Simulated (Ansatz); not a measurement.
# AlFH3O: the cost of one run

The runs use Ansatz 0.2.0, Gaussian basis; PBE0-D4/def2-SVP.

1 further run of the same task is left out (it didn't finish).

### 1 Starting geometry

6 atoms, charge 1, spin multiplicity 1.

Atoms are counted from 1 here; the program's logs count them from 0.

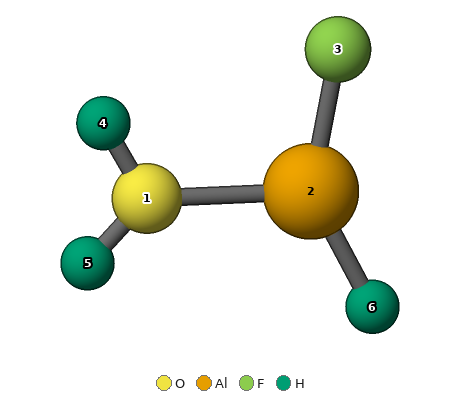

As it starts; oxygen yellow, aluminium amber, fluorine green, hydrogen teal; atoms are numbered from 1 in the order of the file.

Geometry (Å):

```
O    -0.57185    0.16334   -0.65928
Al    0.59121   -0.03214    0.72519
F     0.98499   -1.60184    0.61940
H    -0.77487   -0.62695   -1.20688
H    -1.08744    0.91349   -1.00822
H     0.85796    1.18411    1.52978
```

### 2 Dynamics

Input file md/in.yaml:

```yaml
crystal:
  periodic: [false, false, false]
  atoms:
    - {symbol: O, position_ang: [-0.571850, 0.163340, -0.659280]}
    - {symbol: Al, position_ang: [0.591210, -0.032140, 0.725190]}
    - {symbol: F, position_ang: [0.984990, -1.601840, 0.619400]}
    - {symbol: H, position_ang: [-0.774870, -0.626950, -1.206880]}
    - {symbol: H, position_ang: [-1.087440, 0.913490, -1.008220]}
    - {symbol: H, position_ang: [0.857960, 1.184110, 1.529780]}
basis:
  gaussian: {orbitals: def2-SVP}
total_charge: 1
hamiltonian: {xc: pbe0, dispersion: d4}
md: {n_steps: 30, timestep: 0.25, temperature: 1000, ensemble: nvt_langevin, seed: 659, friction: 0.01, initial_velocities: maxwell_boltzmann}
```

Command:

```sh
> ansatz run in.yaml --threads 2 --pin off --events-out ev --progress --plain --max-ram 3481MiB
```

**Question.** How long does this run take on 2 threads of INTEL XEON PLATINUM 8581C at 2.30GHz, shared host, and how much memory does it need?

About 13 s, with a peak of 0.13 GiB.
